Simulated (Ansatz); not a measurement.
**FH7N2Si···H2O: density, localisation and related maps**

The calculation's input:

```
crystal:
  periodic: [false, false, false]
  atoms:
    - {symbol: Si, position_ang: [-0.218532, -0.473595, -0.853102]}
    - {symbol: N, position_ang: [0.398181, -0.386174, 0.973506]}
    - {symbol: H, position_ang: [0.440795, -1.602069, -1.573790]}
    - {symbol: H, position_ang: [-1.028386, 0.743341, -1.166243]}
    - {symbol: N, position_ang: [-1.642884, -1.436248, -0.387267]}
    - {symbol: H, position_ang: [1.397876, 1.871045, -0.102290]}
    - {symbol: F, position_ang: [1.209017, 0.472997, -1.183369]}
    - {symbol: H, position_ang: [0.582320, 0.596665, 1.229490]}
    - {symbol: O, position_ang: [1.310332, 2.260972, 0.788194]}
    - {symbol: H, position_ang: [-0.306509, -0.810834, 1.567199]}
    - {symbol: H, position_ang: [1.275888, -0.888110, 1.073306]}
    - {symbol: H, position_ang: [-2.560735, -1.020997, -0.410589]}
    - {symbol: H, position_ang: [-1.694022, -2.413695, -0.627266]}
    - {symbol: H, position_ang: [0.836659, 3.086703, 0.672222]}
basis:
  gaussian: {orbitals: def2-TZVPP}
hamiltonian: {xc: pbe0, dispersion: d4}
output: {orbitals: {seedname: orbitals}}
```

Launched as:

```sh
ansatz run in.yaml --threads 8 --pin off --events-out ev --progress --plain --max-ram 19148MiB
```

The product side of a reaction path; geometry: PBE0-D4/def2-TZVP; a saddle point, not a minimum.

The calculation used Ansatz, RKS PBE0-D4/def2-TZVPP.

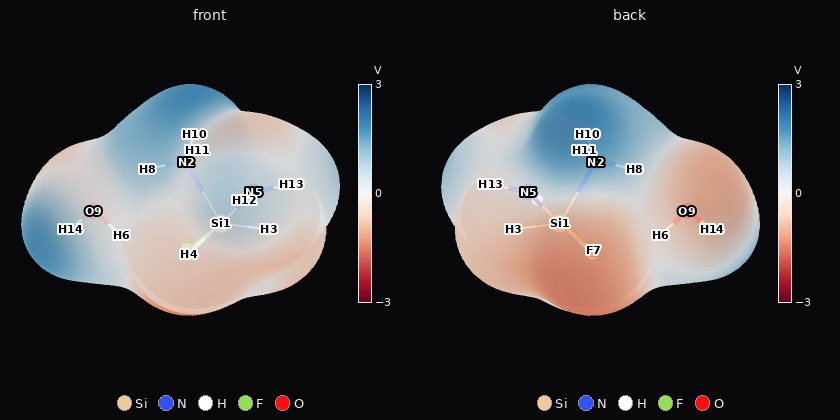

Figure 1. The electrostatic potential painted on the density surface at 0.001 e/bohr³, seen from the front and from behind; red is negative and blue positive.

Q: Describe the electrostatic potential map.

A: The most negative region (about −1.5 V) lies over F7, the most positive (about +2.0 V) over H11.

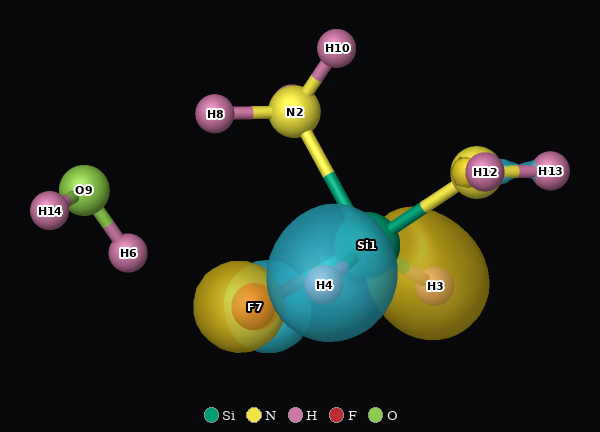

Figure 2. The HOMO−1 at ±0.2 Å⁻³ᐟ² (yellow and cyan are the two phases), seen at a tilt.

Q: Describe this orbital and give its energy.

A: By Hirshfeld shares it lies mainly on Si1 (about 25 %), F7 (about 25 %), H4 (about 20 %) and H3 (about 20 %). Its energy is −8.36 eV.

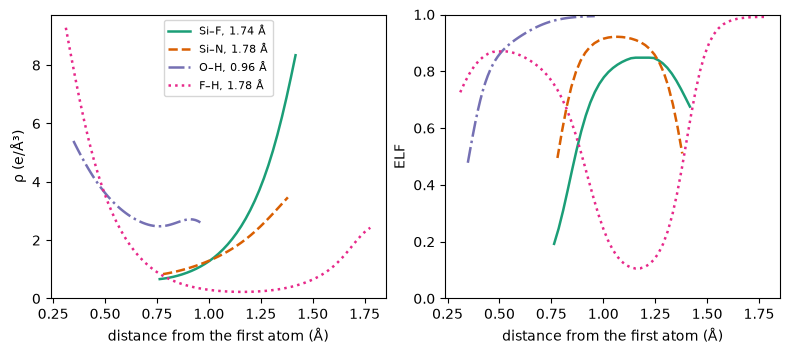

Figure 3. Electron density and ELF along straight lines between neighbouring atoms. The curves leave out the atomic cores.

Q: What can be read from the curves?

A: Si–F (1.74 Å): the density is about 0.83 e/Å³ at the midpoint; the ELF peaks at about 0.85 in the valence shell of F, 0.6 Å from its nucleus, and is about 0.55 at the midpoint.
Si–N (1.78 Å): the density is about 1 e/Å³ at the midpoint; the ELF peaks at about 0.90 between the atoms: a shared but strongly polarised pair.
O–H (0.96 Å): the density is about 3.8 e/Å³ at the midpoint; the ELF climbs to about 1 towards the hydrogen, as it does in any bond to H: a covalent bond by its length.
F7···H6 (1.78 Å): the density falls to about 0.23 e/Å³ on the way; the ELF dips to about 0.10 between them (by its geometry a hydrogen bond between the two molecules, with no shared pair).

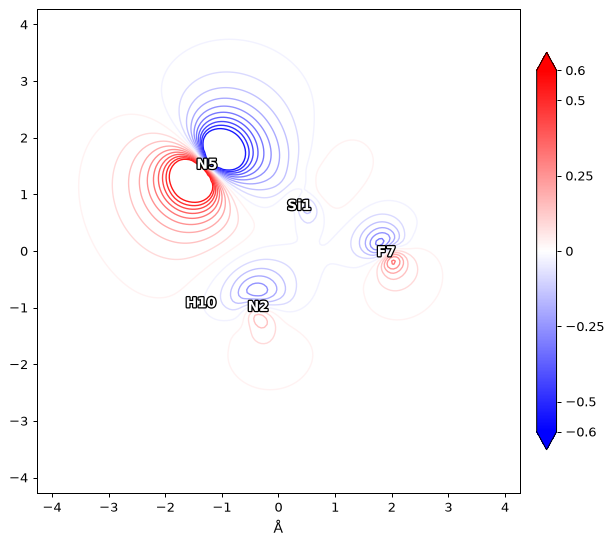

Figure 4. The HOMO on the plane of atoms N2, Si1 and F7 (values in Å⁻³ᐟ²; the overall sign is arbitrary).

Q: Describe this orbital and give its energy.

A: By Hirshfeld shares it lies mainly on N5 (about 60 %) and Si1 (about 10 %). Its energy is −6.59 eV.
